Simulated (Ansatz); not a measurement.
# C2H4Sn: ladder of basis sets in Python

The task is a ladder of basis sets, for C2H4Sn.

Computed with Ansatz 0.2.0 through its Python package. The levels of theory stand in the script.

**1. The system**

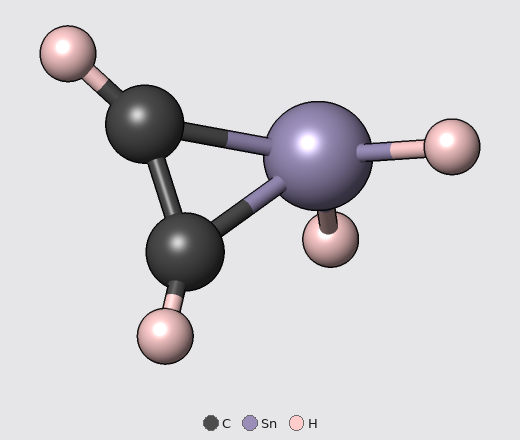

The starting structure, viewed from a chosen angle; carbon dark grey, tin purple, hydrogen pink.

No structure file is read: the coordinates are typed or built in the script.

**2. The code**

File basis_c2h4sn.py:

```python
import warnings

import ansatz as az

GEOMETRY = """
C    -0.73300   -0.65850   -0.16780
C     0.10090   -0.13680   -1.20280
Sn    0.60840    0.58640    0.59420
H    -1.57640   -1.20990    0.04470
H     0.35070   -0.14560   -2.27610
H    -0.25150    1.95440    1.26700
H     1.56220   -0.45790    1.69520
"""


def main() -> None:
    warnings.simplefilter("ignore", az.DeckWarning)

    system = az.Crystal.molecule()
    for line in GEOMETRY.strip().splitlines():
        symbol, *xyz = line.split()
        system = system.atom(symbol, [float(v) for v in xyz])

    calculation = system.calculation().functional("b3lyp")

    energies = {}
    for basis in ["def2-SVP", "def2-SVPD", "def2-TZVP", "def2-TZVPP"]:
        r = calculation.basis(gaussian=basis).run().report
        size = r["n_frozen"] + r["n_occupied"][0] + r["n_virtual"][0]
        energies[basis] = (r["reference_energy_ev"] / 27.211386246, r["free_energy_ev"] / 27.211386246)
        print(f"{basis:14s} {size:4d} orbitals  reference {energies[basis][0]:14.6f} Ha  total {energies[basis][1]:14.6f} Ha")

    last = energies["def2-TZVPP"][1]
    for basis, (_, total) in energies.items():
        print(f"{basis:14s} lies {27.211386 * (total - last):9.4f} eV above def2-TZVPP")


if __name__ == "__main__":
    main()
```

**3. What the engine is handed**

The package turns the script's settings into the engine's input (first run):

```yaml
crystal:
  periodic: [false, false, false]
  atoms:
    - { symbol: C, position_ang: [-0.733, -0.6585, -0.1678] }
    - { symbol: C, position_ang: [0.1009, -0.1368, -1.2028] }
    - { symbol: Sn, position_ang: [0.6084, 0.5864, 0.5942] }
    - { symbol: H, position_ang: [-1.5764, -1.2099, 0.0447] }
    - { symbol: H, position_ang: [0.3507, -0.1456, -2.2761] }
    - { symbol: H, position_ang: [-0.2515, 1.9544, 1.267] }
    - { symbol: H, position_ang: [1.5622, -0.4579, 1.6952] }
basis:
  gaussian:
    orbitals: def2-SVP
hamiltonian:
  xc: b3lyp
```

**4. The run**

On the command line:

```console
> python basis_c2h4sn.py
```

The log of the run:

```text
def2-SVP         74 orbitals  reference    -292.760405 Ha  total    -292.760405 Ha
def2-SVPD       104 orbitals  reference    -292.766046 Ha  total    -292.766046 Ha
def2-TZVP       136 orbitals  reference    -292.862602 Ha  total    -292.862602 Ha
def2-TZVPP      168 orbitals  reference    -292.863831 Ha  total    -292.863831 Ha
def2-SVP       lies    2.8143 eV above def2-TZVPP
def2-SVPD      lies    2.6608 eV above def2-TZVPP
def2-TZVP      lies    0.0334 eV above def2-TZVPP
def2-TZVPP     lies    0.0000 eV above def2-TZVPP
```

Run time: 14 s. Hardware: 1 thread of Arm Neoverse V1, shared host; peak memory 0.36 GiB.

**5. Inputs of later runs**

The engine's inputs for the other runs:

Run 2, against run 1:

```diff
@@ -13 +13 @@
-    orbitals: def2-SVP
+    orbitals: def2-SVPD
```

Run 3, against run 1:

```diff
@@ -13 +13 @@
-    orbitals: def2-SVP
+    orbitals: def2-TZVP
```

Run 4, against run 1:

```diff
@@ -13 +13 @@
-    orbitals: def2-SVP
+    orbitals: def2-TZVPP
```

**6. What each run gave**

The 4 runs, in the order started:

| run | basis | energy (eV) | SCF cycles | CPU time (s) |
| --- | --- | --- | --- | --- |
| 1 | def2-SVP | -7966.4165 | 17 | 2.1 |
| 2 | def2-SVPD | -7966.5700 | 18 | 3.1 |
| 3 | def2-TZVP | -7969.1974 | 17 | 3.4 |
| 4 | def2-TZVPP | -7969.2308 | 17 | 4.5 |

**7. What came out**

| quantity | value |
| --- | --- |
| runs compared | 4 |
| change of the total from set to set | -0.153, -2.627, -0.033 eV |

What this shows: Against def2-SVP: def2-SVPD -5.6 mHa, def2-TZVP -102.2 mHa and def2-TZVPP -103.4 mHa. The last step alone is -1.23 mHa (these two sets differ little on atoms other than hydrogen). From the first set to the last the time grows from 2.1 to 4.5 s. Caveats:
- The drop along the ladder measures the basis error, and is no property of the molecule.
- The geometry is a force-field or estimated start, not a minimum of this method, and the last set is no limit. Much of the fall in a total is atomic energy, which cancels in bond and reaction energies.
- def2 sets replace the cores of elements past krypton by effective core potentials.
- b3lyp holds the VWN-RPA fit, as in Gaussian; the form of ORCA and Turbomole is b3lyp5.
